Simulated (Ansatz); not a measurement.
One crystal and one scan (scan of one atom of the cell) at two levels, PBE (plane waves to 420 eV, PAW, scalar-relativistic; Ansatz, an electronic-structure program) and PBEsol (plane waves to 420 eV, PAW, scalar-relativistic; Ansatz), each from its own relaxed cell and on its own mesh. The cell shown is that of PBE.

Relaxed CsSnI3 (cubic perovskite):

```xyz
5
Lattice="6.2712 0.0000 0.0000 0.0000 6.2712 0.0000 0.0000 0.0000 6.2712" Properties=species:S:1:pos:R:3 pbc="T T T"
Cs     0.0000     0.0000     0.0000
Sn     3.1356     3.1356     3.1356
I      0.0000     3.1356     3.1356
I      3.1356     3.1356     0.0000
I      3.1356     0.0000     3.1356
```

In this cell atom 5 (I, nearest neighbour Sn at 3.136 Å; its periodic images, 6.3 Å or more away, move with it) is moved by s along Cartesian x, unit vector (1.000, 0.000, 0.000); all other atoms and the cell stay fixed.

E stands for the smeared free energy. CsSnI3 was relaxed with its symmetry unable to fall. Spin-orbit coupling is left out, though I is heavy. The PAW data are Ansatz's earlier set. This is a high-temperature form of CsSnI3. Percentages come from the unrounded values.

| quantity | PBE | PBEsol | PBE − PBEsol |
|---|---|---|---|
| Lattice constant a (Å) | 6.271 | 6.130 | +0.141 (+2.3 %) |
| Band gap of the relaxed cell, no spin-orbit coupling (eV) | 0.45 | 0.10 | +0.35 |
| Force constant k = d²E/ds² at s = 0 (finite differences) (eV/Å²) | 0.36 | 0.22 | +0.14 (+64 %) |

PBE gives the higher value for: lattice constant a; band gap of the relaxed cell, no spin-orbit coupling; force constant k = d²E/ds² at s = 0. Both give the same shape of the curve: a single well with its minimum at or next to zero displacement. Neither level is exact: the differences show how much the result hangs on the functional.

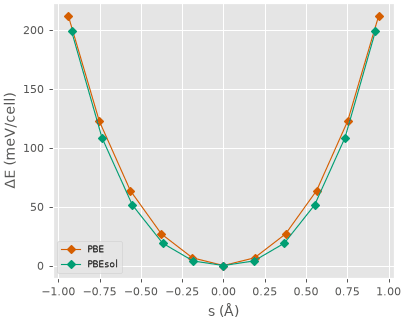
Fig. 1. ΔE, each from the undisplaced structure of its own level.

(A displaced cell: forces are minus the slopes of the energy, force constants its curvatures, and phonons follow from these.)
